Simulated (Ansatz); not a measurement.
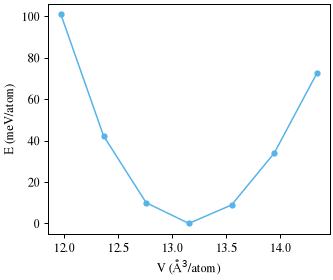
Figure: MoP (CsCl type, Pm-3m) under volume change, DFT-PBEsol in the program Ansatz with PAW potentials, scaled uniformly.

Task: What does a third-order Birch–Murnaghan fit give for V₀, B₀ and B′?

Result: V₀ = 13.16 Å³/atom, B₀ = 255 GPa, B′ = 4.5.

The cell is a constructed one: a structure type filled with these elements; neither database checked (COD, Materials Project) lists it. COD files the formula under space group No. 187. Its standing as an ambient phase is unchecked. Symmetry was held in the PBEsol relaxation; whether a distortion lowers the energy is not shown. No spin polarisation was allowed.

Potentials: the earlier of the program's two PAW sets. The files were generated under PBE; for other functionals the program regenerates the frozen cores, and for LDA and PBEsol the local potential too.
